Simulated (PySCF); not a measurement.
Dissociation curve of PH, triplet.

- NEVPT2 = SC-NEVPT2 on CASSCF(6,5)/cc-pVTZ, all electrons correlated in PySCF
- UKS-CAM-B3LYP = unrestricted CAM-B3LYP/cc-pVTZ (PySCF)
- ROKS-wB97X-V = PySCF with restricted open-shell wB97X-V/cc-pVTZ
- UCCSD(T) = CCSD(T) on UHF/cc-pVTZ, 5 core orbitals frozen run with PySCF

Energies are in kcal/mol, each relative to the lowest point of its own curve near equilibrium.

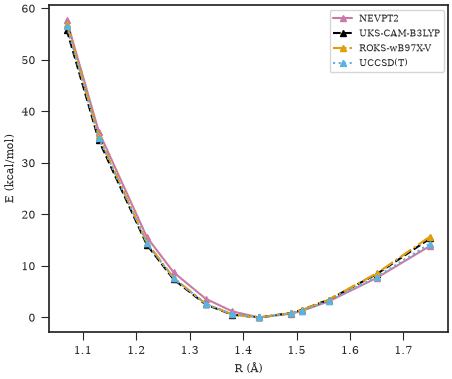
Figure. Energy against bond length for each method.

```csv
R / Å,NEVPT2,UKS-CAM-B3LYP,ROKS-wB97X-V,UCCSD(T)
1.07,57.7,55.8,57.0,56.6
1.13,36.1,34.4,35.2,34.9
1.22,15.6,14.1,14.5,14.4
1.27,8.8,7.4,7.7,7.6
1.33,3.6,2.5,2.7,2.6
1.38,1.2,0.5,0.6,0.6
1.43,0.0,0.0,0.0,0.0
1.49,0.7,0.9,0.9,0.8
1.51,1.3,1.5,1.4,1.3
1.56,3.1,3.4,3.4,3.2
1.65,7.7,8.4,8.5,7.9
1.75,13.9,15.3,15.7,14.3
```

At the longest distance, 1.75 Å, ROKS-wB97X-V lies highest above its minimum (15.7 kcal/mol) and NEVPT2 lowest (13.9 kcal/mol).

The scan ran from 1.07 to 5.65 Å; beyond the distances shown one of the unrestricted levels run for this scan, shown here or not, changes its spin distribution in one step.
